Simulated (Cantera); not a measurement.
Feed: 1 mol SiF4, 0.24 mol NH3, 42 mol N2, at 0.00133 bar.

Equilibrium computed with Cantera from the NASA thermochemical tables; the gas is ideal and each condensed phase is pure. Candidate condensed phases: Si, Si3N4; 37 gas species. The tables' values for SiF3, SiF2 are old estimates; treat these amounts as uncertain. The numbers say what is thermodynamically allowed, not how fast it happens.

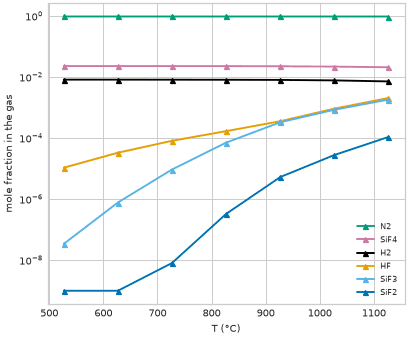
Figure: Equilibrium gas composition (values under 1e-9 drawn at 1e-9)

From 527 °C to 827 °C the condensed part is Si3N4(s). From 927 °C to 1127 °C nothing is condensed. The main Si-bearing gas is SiF4 throughout.
